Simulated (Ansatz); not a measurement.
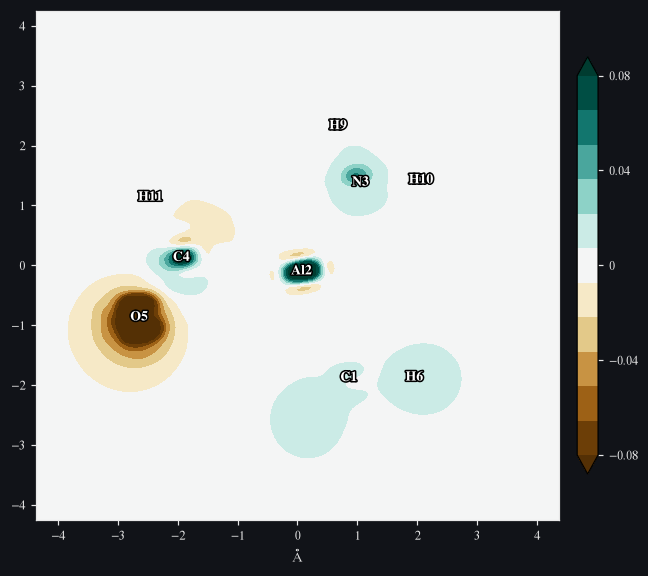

Figure 1: C2H6AlNO. One frontier orbital on the plane of atoms Al2, N3 and H10 (values in Å⁻³ᐟ²; the overall sign is arbitrary).

All numbers below come from RKS PBE0-D4/def2-SVP in Ansatz.

Input

```
crystal:
  periodic: [false, false, false]
  atoms:
    - { symbol: C, position_ang: [-1.145, 1.0722, 0.5625] }
    - { symbol: Al, position_ang: [0.2492, -0.1111, -0.0575] }
    - { symbol: "N", position_ang: [1.3844, -0.9188, 1.2078] }
    - { symbol: C, position_ang: [0.5525, -0.4768, -1.9758] }
    - { symbol: O, position_ang: [-0.2642, 0.0226, -2.8054] }
    - { symbol: H, position_ang: [-1.1642, 1.2199, 1.6549] }
    - { symbol: H, position_ang: [-1.0172, 2.12, 0.0999] }
    - { symbol: H, position_ang: [-2.1382, 0.7279, 0.2301] }
    - { symbol: H, position_ang: [1.2684, -1.9343, 1.1971] }
    - { symbol: H, position_ang: [1.085, -0.6224, 2.189] }
    - { symbol: H, position_ang: [1.2547, -1.1563, -2.2821] }
basis:
  gaussian: { orbitals: def2-SVP }
hamiltonian:
  xc: pbe0
  dispersion: d4
relax:
  f_tol: 0.015
  max_steps: 40
output:
  orbitals: {}
```

Launched as:

```sh
ansatz run input.yaml --threads 2 --pin off --max-ram 3072MiB --backend cpu --events-out ev --progress --plain --runs-dir out
```

The fields are those of the relaxed geometry.

**Which orbital is it: HOMO or LUMO?**

The LUMO, at −1.41 eV. It lies mainly on C4 (about 30 %), Al2 (about 30 %) and O5 (about 25 %).
